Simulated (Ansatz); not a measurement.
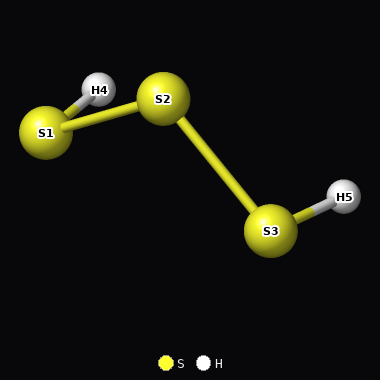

The system is H2S3, SMILES SSS; the picture shows the reference structure. The first coordinate is: dihedral H4–S1–S2–S3; the second: dihedral S1–S2–S3–H5. Nothing is relaxed (all other coordinates rigid). Grid: 10 × 10 points; 52 points were computed and 48 follow by symmetry. All energies are given in eV relative to the lowest grid point. The calculation used RKS B3LYP-D4/def2-TZVP in Ansatz 0.2.0.

Its coordinates:

```xyz
5

S    -1.5898   -0.7648    0.0566
S    -0.3777    0.7625    0.7538
S     1.5650    0.0495    0.8304
H    -1.4927   -0.5040   -1.2627
H     1.9450    0.3831   -0.4195
```

Range: dihedral H4–S1–S2–S3 from −180 to 144°; dihedral S1–S2–S3–H5 from −180 to 144°.

What will the energy surface look like?

The lowest grid point is at dihedral H4–S1–S2–S3 = −72°, dihedral S1–S2–S3–H5 = −72°; the map holds 2 wells of about this depth. The bottom of the well lies between grid points, at about dihedral H4–S1–S2–S3 = −85°, dihedral S1–S2–S3–H5 = −85°, about 0.04 eV lower on the interpolated surface. There is a further well near dihedral H4–S1–S2–S3 = −72°, dihedral S1–S2–S3–H5 = 72° (0.030 eV above the lowest at that grid point). The highest grid point, dihedral H4–S1–S2–S3 = −180°, dihedral S1–S2–S3–H5 = −180°, lies 0.95 eV above the lowest. On the interpolated surface the easiest way out of the lowest well to the well at about dihedral H4–S1–S2–S3 = −90°, dihedral S1–S2–S3–H5 = 90° passes a barrier of about 0.41 eV, counted from the interpolated bottom of the well. Round the minimum the contours are nearly round: the two directions are equally stiff and uncoupled.

| dihedral S1–S2–S3–H5 ↓, dihedral H4–S1–S2–S3 → | −180 | −144 | −108 | −72 | −36 | 0 | 36 | 72 | 108 | 144 |
| --- | --- | --- | --- | --- | --- | --- | --- | --- | --- | --- |
| 144 | 0.74 | 0.53 | 0.27 | 0.25 | 0.49 | 0.68 | 0.49 | 0.25 | 0.29 | 0.57 |
| 108 | 0.44 | 0.27 | 0.04 | 0.03 | 0.26 | 0.42 | 0.25 | 0.03 | 0.06 | 0.29 |
| 72 | 0.39 | 0.25 | 0.03 | 0.03 | 0.26 | 0.39 | 0.20 | 0.00 | 0.03 | 0.25 |
| 36 | 0.65 | 0.49 | 0.26 | 0.26 | 0.50 | 0.67 | 0.42 | 0.20 | 0.25 | 0.49 |
| 0 | 0.86 | 0.68 | 0.42 | 0.39 | 0.67 | 0.91 | 0.67 | 0.39 | 0.42 | 0.68 |
| −36 | 0.65 | 0.49 | 0.25 | 0.20 | 0.42 | 0.67 | 0.50 | 0.26 | 0.26 | 0.49 |
| −72 | 0.39 | 0.25 | 0.03 | 0.00 | 0.20 | 0.39 | 0.26 | 0.03 | 0.03 | 0.25 |
| −108 | 0.44 | 0.29 | 0.06 | 0.03 | 0.25 | 0.42 | 0.26 | 0.03 | 0.04 | 0.27 |
| −144 | 0.74 | 0.57 | 0.29 | 0.25 | 0.49 | 0.68 | 0.49 | 0.25 | 0.27 | 0.53 |
| −180 | 0.95 | 0.74 | 0.44 | 0.39 | 0.65 | 0.86 | 0.65 | 0.39 | 0.44 | 0.74 |

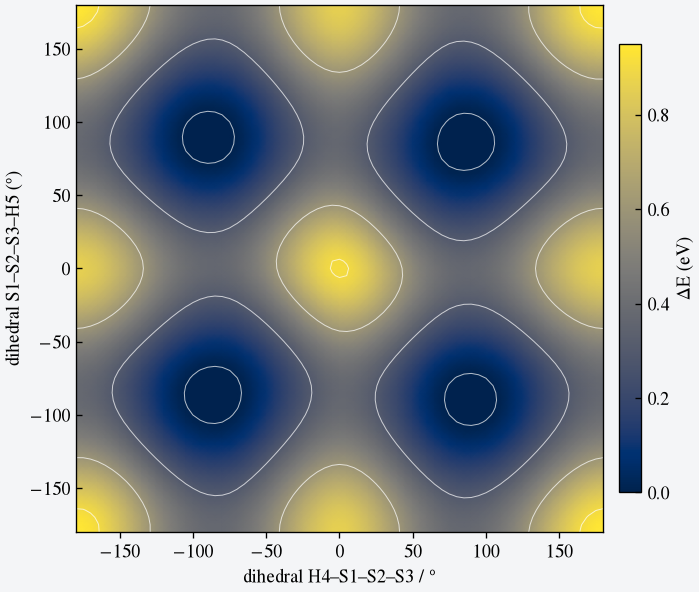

Drawn: a smooth colour map with a few white contour lines. Between grid points the surface is interpolated.

Time for the 52 points that were run: 3.5 min on 1 thread of Arm Neoverse V2, on a shared host.
